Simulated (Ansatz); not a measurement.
In doubt: masses and optical values from hybrid runs of this build are listed as unsure (in some of the runs), which bears on the screening that GW takes from such a start.

SnO2 (Pnnm), computed twice by G0W0.

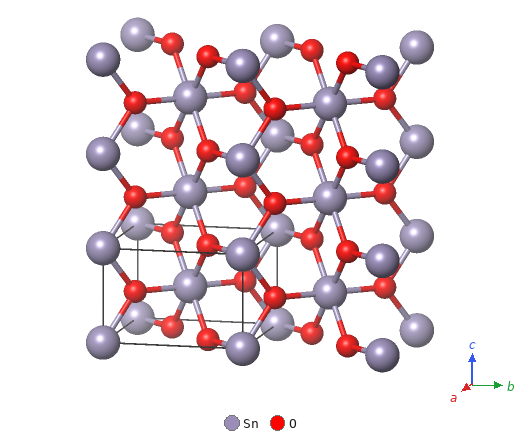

The structure (tin purple, oxygen red). 1×2×3 cells are drawn. Some periodic images of atoms are drawn too.

```
Sn O
1.0
     4.78800    0.00000    0.00000
     0.00000    4.86658    0.00000
     0.00000    0.00000    3.24090
Sn O
2 4
Direct
  0.50000 0.50000 0.50000
  0.00000 0.00000 0.00000
  0.29185 0.32104 0.00000
  0.79185 0.17896 0.50000
  0.20814 0.82104 0.50000
  0.70815 0.67896 0.00000
```

The cell and positions are those that the Materials Project relaxed with its own functionals (PBE, PBE+U or r2SCAN), kept fixed. This is not the form that SnO2 usually takes at ambient conditions.

The first (Ansatz 0.2.0; start LDA, 4×4×4 mesh, 277 empty bands, screening to 138 eV, PAW set soft_1 files; 1 × NVIDIA H100 80GB HBM3 (shared by 6 runs) with 2 threads of AMD EPYC 7R13 (Zen 3), shared host) gave, on its mesh: starting gap 0.68 eV, G0W0 gap 1.91 eV, RPA ε∞ (mean) 5.74, 53 s.

The second changes start from LDA to HSE06 and mesh from 4×4×4 to 4×4×6. What does it give?

It gave: starting gap 2.42 eV, G0W0 gap 2.96 eV, RPA ε∞ (mean) 3.64, 2 min. The G0W0 gap moves by +1.05 eV, +1.74 eV from the start and −0.69 eV from the correction. Σc changes by −0.04 eV at the valence top and −0.58 eV at the conduction bottom, and Σx − Vxc between them by −0.14 eV.

Limits: not at the basis limit; no spin-orbit coupling; coarse k mesh.

[Paths, hosts, dates, memory and timing lines, banners, echoed tables and standing remarks are left out of the program output.]

[Logs are printed without paths, hosts, clocks, repeated set-up lines and the standing remarks that a program may print on its own settings, such as how far it seeks lower states.]

[Runs of the session that timed out or met a known fault of the program may be left out.]

[Cells called generated may have been cut or substituted from an entry of the Crystallography Open Database or the Materials Project.]

[Hosts, paths, dates, database ids (printed as entryN), source tags and the programs' standing remarks are cut or masked in the printed files.]
